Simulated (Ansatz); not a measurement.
MgSe (rock salt) is sheared across one {100} plane: the third cell vector gains the shift, so faults repeat every 8.2 Å. The cut lies between planes 2.74 Å apart; the cell height is held.

```yaml
crystal:
  lattice:
    - [3.86945, 0.00000, 0.00000]
    - [0.00000, 3.86945, 0.00000]
    - [1.93472, 1.93472, 8.20834]
  atoms:
    - { symbol: Se, position: [0.00000, 0.00000, 0.83333] }
    - { symbol: Se, position: [0.33333, 0.33333, 0.16667] }
    - { symbol: Se, position: [0.66667, 0.66667, 0.50000] }
    - { symbol: Mg, position: [0.50000, 0.50000, 0.83333] }
    - { symbol: Mg, position: [0.83333, 0.83333, 0.16667] }
    - { symbol: Mg, position: [0.16667, 0.16667, 0.50000] }
```

In-plane vectors a = (3.869, 0.000) Å, b = (0.000, 3.869) Å, area 14.97 Å². The shift is s times the vector a (length 3.869 Å), so s = 1 restores the start. Atoms relax along the normal only. γ = [E(shift) − E(0)] / area.

Computed with r2SCAN (plane waves to 500 eV, PAW, scalar-relativistic; Ansatz, a first-principles code). k mesh 7×7×7 (Γ-centred), Fermi-Dirac smearing 0.05 eV. Energies are extrapolated to zero smearing. Faults lie only 8.2 Å apart, and holding the cell height raises γ above its relaxed value. MgSe was relaxed with its symmetry unable to fall. γ is measured from zero shift.

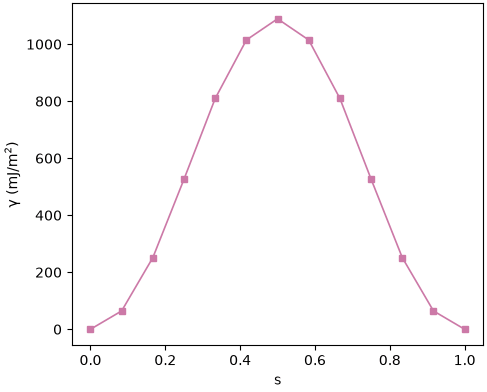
*γ (mJ/m²) against s; markers are the computed points, lines only join them (the last repeats the first, one period on).*

Task: Does γ have a local minimum between the ends of the line, and at which s?

Result: No computed point is one.

Task: What is the highest γ among twelve even steps of s?

Result: About 1100 mJ/m².

(The slope of γ gives the shear force per area between the displaced halves; near zero shift its curvature is an elastic stiffness.)
